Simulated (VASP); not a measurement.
Band structure of Mg₃Sb₂ (a-la2o3). Calculation: LDA (Ceperley-Alder, Perdew-Zunger), VASP's LDA PAW potentials (set 64) (plane waves; VASP 6.6.1).

Unless said otherwise, spin-orbit coupling is left out, though it shifts the bands of the heavy elements here.

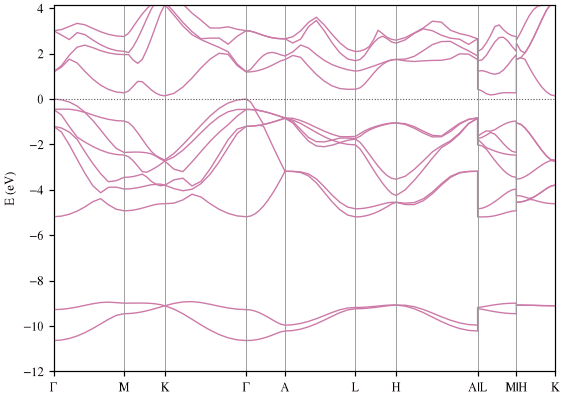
Fig. 1. Bands along high-symmetry lines, zero at the valence-band maximum or, without a gap, the Fermi level

Task: Read the plot: is there a gap, and where are the band edges?

Result: The gap is indirect, 0.14 eV, from the valence maximum at Γ to the conduction minimum at K. (Edges off the drawn lines would not show.)

The compound is Mg3Sb2 in the a-la2o3 structure. It was relaxed first.
